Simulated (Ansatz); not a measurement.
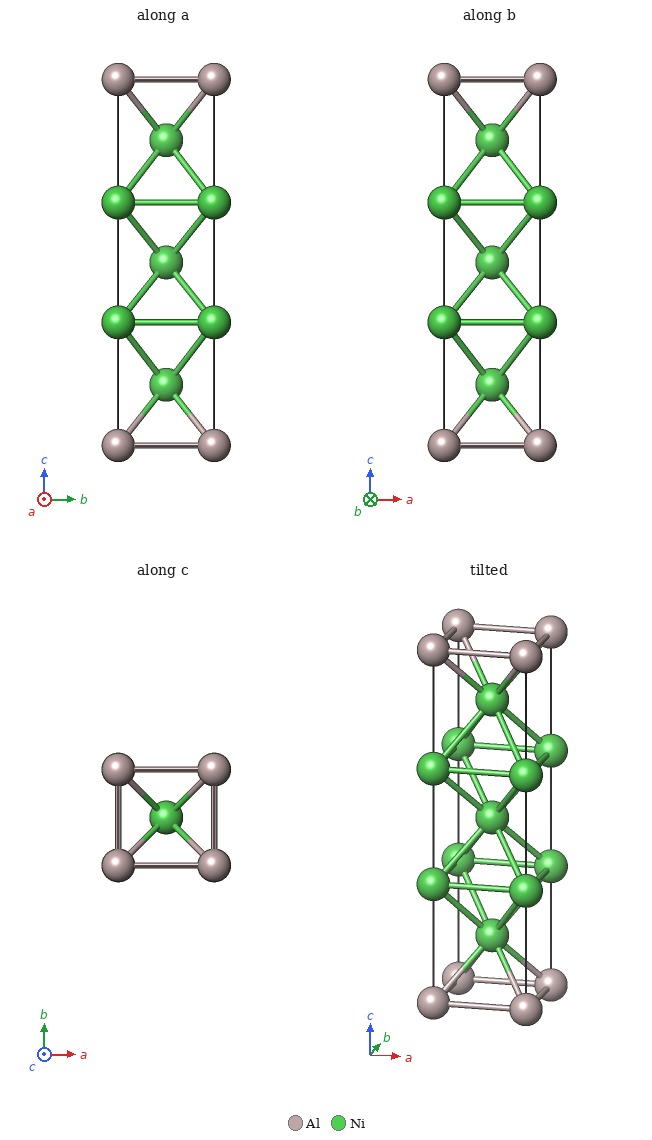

Shown here is a ball-and-stick view of the crystal, taken along the a axis, along the b axis, along the c axis and slightly off an axis. Atoms at the boundary of the conventional unit cell (the box) are drawn once for each face, edge or corner they touch.

Lattice parameters: a = 2.6088 Å, b = 2.6088 Å, c = 9.9604 Å, α = 90.000°, β = 90.000°, γ = 90.000°.

Q: Transcribe the picture into a CIF in P1 with every atom of the cell, with free fractional coordinates to two decimals.

A:
```cif
data_structure
_symmetry_space_group_name_H-M 'P 1'
_symmetry_Int_Tables_number 1
_cell_length_a 2.6088
_cell_length_b 2.6088
_cell_length_c 9.9604
_cell_angle_alpha 90.000
_cell_angle_beta 90.000
_cell_angle_gamma 90.000
_cell_volume 67.79
loop_
_atom_site_label
_atom_site_type_symbol
_atom_site_fract_x
_atom_site_fract_y
_atom_site_fract_z
_atom_site_occupancy
Al1 Al 0.00 0.00 0.00 1
Ni1 Ni 0.50 0.50 0.17 1
Ni2 Ni 0.50 0.50 0.83 1
Ni3 Ni 0.00 0.00 0.34 1
Ni4 Ni 0.50 0.50 0.50 1
Ni5 Ni 0.00 0.00 0.66 1
```

Origin of the cell: a structure type filled with these elements by a generator (whether the compound takes this form wasn't checked). Earlier steps of the study may have refined or changed the cell and positions. Ansatz was used for an electronic-structure calculation on it.

At this level of theory the cell isn't at rest (stretched, at -15 GPa), so its distances can differ from those at equilibrium, the more so the softer the solid.
